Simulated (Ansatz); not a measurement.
## Energy landscape of Bi$_{2}$Se$_{3}$

8 relaxations of Bi2Se3 ended in 5 distinct structures. These are PBEsol (plane waves to 420 eV, PAW, scalar-relativistic; Ansatz, a quantum-chemistry and plane-wave program) values and carry that method's errors.

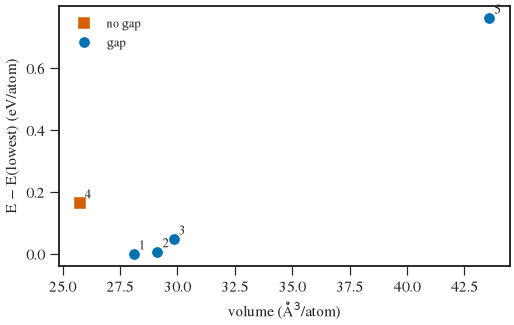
Figure. Energy against volume of the distinct structures, numbered as in the table

```csv
#,space group,Pearson,type,E − E(lowest) (eV/atom),V (Å³/atom),"gap (eV, no SOC)",runs ending here
1,R-3m,hR5,"AFLOW prototype A2B3_hR5_166_c_ac (C33, as in Bi2Te3)",0.000,28.11,0.11,4
2,P-3m1,hP5,–,0.007,29.12,0.35,1
3,C2/m,mS20,–,0.048,29.87,0.74,1
4,P4/mbm,tP10,–,0.16,25.75,0.00,1
5,I4₁md,tI20,–,0.76,43.59,0.04,1
```

R-3m, hR5, AFLOW prototype A2B3_hR5_166_c_ac (C33, as in Bi2Te3) is the lowest among the structures calculated here.

Bi$_{2}$Se$_{3}$ has the trigonal space group R-3m, hexagonal axes (No. 166), Pearson symbol hR5. Cell: a = 4.132 Å, b = 4.132 Å, c = 28.517 Å, α = 90.00°, β = 90.00°, γ = 120.00°. Bi on 6c is coordinated by 3 Se at 2.855 Å and 3 Se at 3.058 Å (octahedral). Se1 on 3a has 6 Bi at 3.058 Å (octahedral). Se2 on 6c has 3 Bi at 2.855 Å (trigonal pyramidal). (Neighbours: up to the widest gap in distance over summed covalent radii, below 1.35, at either atom; cation-cation and far metal-metal contacts left out.)
(The calculation used a cell of 5 atoms; values per cell refer to that cell.)

1 run with a doubtful electronic state, a coarser numerical grid, an end not at rest or a source that can't be used is left out. Each run could gain symmetry but not lose that of its start, so entries can be saddle points. From databases, or of a type measured for this composition: R-3m, hR5, AFLOW prototype A2B3_hR5_166_c_ac (C33, as in Bi2Te3); the others are generated cells (placed on structure types, drawn at random, substituted or restacked) that were not matched to a known phase here. Static energies at zero pressure. No spin polarisation in the result. Without spin-orbit coupling the bands of the heavy element are not split, so the gap can be far off. Gaps of cells over 8 atoms come from the SCF mesh and high-symmetry points alone.
